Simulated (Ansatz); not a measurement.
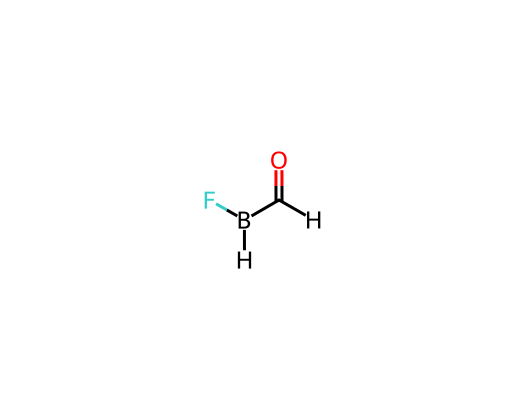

Skeletal drawing of a molecule.

Give its SMILES.

Answer. O=CBF

Give the formula, hydrogens included.

Answer. CH2BFO.

An optimisation with PBE0-D4/def2-TZVP gave a structure of which point group?

Answer. Cs. Other conformers may differ.

The parts below concern this one geometry. Atoms keep their numbers from picture to picture. The geometry was computed by an optimisation with PBE0-D4/def2-TZVP.

Dipole moment

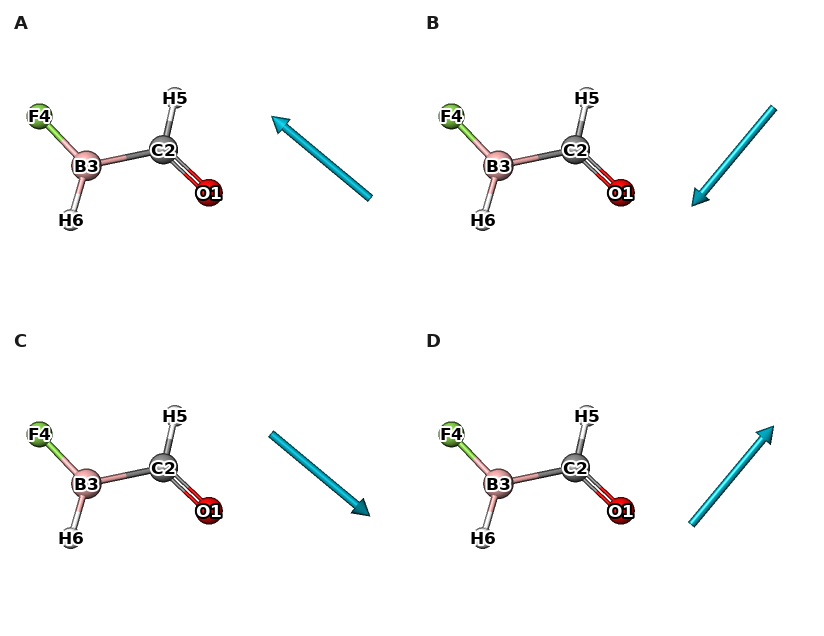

The same molecule four times, each with an arrow. Properties computed with RKS PBE0-D4/def2-TZVP (Ansatz 0.2.0).

Which arrow points along the dipole moment, from the negative to the positive end?

Answer. A. The dipole moment is 1.44 D; it points from the side of O1 to the side of F4 (the outermost atoms at the two ends).

Vibrations

Harmonic vibrations computed with RKS PBE0-D4/def2-TZVP (Ansatz 0.2.0) at a stationary point of the same level.

How many vibrational modes are there, and where do they lie?

Answer. 12 modes: 42, 265, 470, 689, 976, 1005, 1090, 1329, 1431, 1792, 2662, 2860 cm⁻¹.

Levels of theory compared

Program: Ansatz 0.2.0.

At this fixed geometry, give vertical IP (eV), HOMO–LUMO gap (eV), HOMO energy (eV) at these levels: B3LYP-D4/def2-TZVPP; PBE-D4/def2-TZVPP; PBE0-D4/def2-TZVPP; r2SCAN-D4/def2-TZVPP; ωB97M-V/def2-TZVPP; ωB97X-V/def2-TZVPP.

```
               level  vertical IP (eV)  HOMO–LUMO gap (eV)  HOMO energy (eV)
 B3LYP-D4/def2-TZVPP             10.26                4.14             −7.32
   PBE-D4/def2-TZVPP              9.90                1.90             −5.92
  PBE0-D4/def2-TZVPP             10.17                4.60             −7.53
r2SCAN-D4/def2-TZVPP              9.97                2.40             −6.22
  ωB97M-V/def2-TZVPP             10.27                9.24             −9.91
  ωB97X-V/def2-TZVPP             10.27                9.45             −9.99
```

Charges

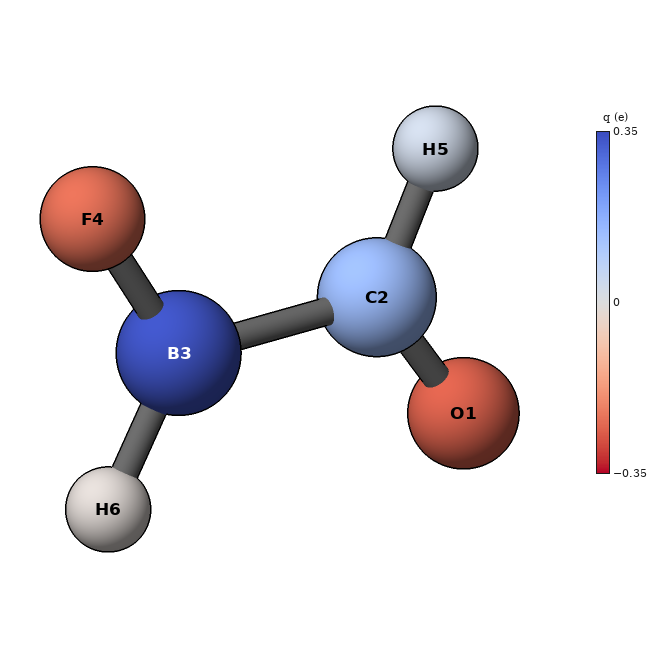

Atoms are coloured by their Mulliken charges. Properties computed with RKS r2SCAN-D4/def2-TZVPP (Ansatz 0.2.0).

Which atom carries the highest charge (most positive or least negative)?

Answer. B3 (0.33 e).

And the lowest?

Answer. O1 (−0.26 e).

Give the Mulliken charges atom by atom.

```csv
atom,value (e)
O1,−0.26
C2,0.14
B3,0.33
F4,−0.24
H5,0.03
H6,−0.01
```

Mulliken values depend strongly on the basis set and can even reverse the polarity of a bond.
